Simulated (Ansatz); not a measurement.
## Fields on a plane of MgBr2 (CdI2 type)

```yaml
crystal:
  lattice:
    - [3.82788, 0.00000, 0.00000]
    - [-1.91394, 3.31504, 0.00000]
    - [0.00000, 0.00000, 6.26170]
  atoms:
    - { symbol: Mg, position: [0.00000, 0.00000, 0.00000] }
    - { symbol: Br, position: [0.33333, 0.66667, 0.23946] }
    - { symbol: Br, position: [0.66667, 0.33333, 0.76054] }
```

The slice is a (0001) plane (indices of the conventional cell) through the point (0.333, 0.667, 0.239) (fractional), spanned by u = [110] and v = [1 -1 0] in vectors of this cell: u (3.83 Å) and v (6.63 Å, at 90° to u). It covers one period; positions are fractions (u, v).

Atoms on it: Br at (0.00, 0.00); Br at (0.50, 0.50).

All values below come from r2SCAN+rVV10 (plane waves to 500 eV, PAW, scalar-relativistic; Ansatz, a program for electronic structure). k mesh 10×10×6. These are valence fields of a PAW run, semicore shells included where kept as valence: close to a nucleus they are smooth pseudo fields. MgBr2 was relaxed with its symmetry unable to fall.

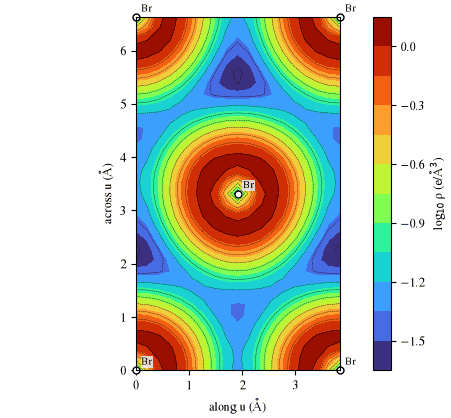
Figure: Log₁₀ of the valence density in e/Å³, one period of the plane, atoms marked. The scale is logarithmic, as a density can span decades between atoms and voids.

```
|xxxxxx%%@@@@%%==..  ..==%%@@@@%%xxxx|
|xxxx##@@@@%%##--      --##%%@@@@##xx|
|%%%%@@@@@@%%**::      ::**%%@@@@@@%%|
|@@@@@@@@%%##==..      ..==##%%@@@@@@|
|@@@@@@%%##++::          ::++##%%@@@@|
|@@%%%%##==::              ::==##%%%%|
|##**++--..                  ..--++**|
|----..        ....::....        ..--|
|          ..::==++++++==::..        |
|      ..::++**##%%%%%%##**++::..    |
|    ..--**%%%%@@@@@@@@@@%%%%**--..  |
|    ::**%%@@@@@@@@@@@@@@@@@@%%**::  |
|  ..==##@@@@@@@@%%##%%@@@@@@@@##==..|
|  ..++%%@@@@@@##xxxxxx##@@@@@@%%++..|
|  ..++%%@@@@%%xxxxxxxxxx%%@@@@%%++..|
|  ..++%%@@@@%%xxxxxxxxxx%%@@@@%%++..|
|  ..==%%@@@@%%xxxxxxxxxx%%@@@@%%==..|
|    --##%%@@@@##xxxxxx##@@@@%%##--  |
|    ::**%%@@@@@@%%%%%%@@@@@@%%**::  |
|    ..==##%%@@@@@@@@@@@@@@%%##==..  |
|      ::++##%%@@@@@@@@@@%%##++::    |
|        ::==##%%%%@@%%%%##==::      |
|          ..--++**##**++--..        |
|::....        ..------..        ....|
|++++==::..                  ..::==++|
|%%%%##**++::..          ..::++**##%%|
|@@@@@@%%%%**--..      ..--**%%%%@@@@|
|@@@@@@@@@@%%**::      ::**%%@@@@@@@@|
|##%%@@@@@@@@##==..  ..==##@@@@@@@@%%|
|xxxx##@@@@@@%%++..  ..++%%@@@@@@##xx|
|xxxxxx%%@@@@%%++..  ..++%%@@@@%%xxxx|
|xxxxxx%%@@@@%%++..  ..++%%@@@@%%xxxx|
```
Scale: ten equal steps from 0.01 (start of ' ') to 0.89 (end of '@'), in the order ' .:-=+*#%@'. Values: electron localisation function (ELF). The map has 18 points along u (two characters each, u = 0 at the left) and 32 along v (v = 0 in the bottom row). Points within 0.5 Å of a nucleus are blanked (x), as the pseudised field means little there.
